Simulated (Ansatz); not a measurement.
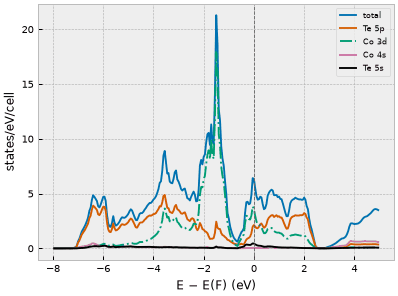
Fig. 1. Total and projected density of states of CoTe2 in space group Pnnm (No. 58; Co on 2a, Te on 4g), PBEsol (plane waves, PAW; program Ansatz)

Which orbitals carry the states next to the Fermi level?

Within 0.5 eV of the Fermi level: Co 3d 54 %, Te 5p 36 %, Te 5s 6 %. Projections are on Löwdin-orthogonalised atomic valence shells; empty p or d shells of many metals are not among them.

Where is the tallest occupied peak in this window, and what makes it?

Near -1.5 eV, about 21 states/eV per cell; the largest projected share is Co 3d.

The workflow started from an entry of the Crystallography Open Database (COD). Its standing as an ambient phase is unchecked. The PBEsol relaxation kept the symmetry of its start; its stability against distortions is not shown here. The workflow began spin-polarised and lost its moments. Scalar-relativistic: spin–orbit coupling is off unless named, which matters more the heavier the elements.

Potentials: the later of the program's two PAW sets.
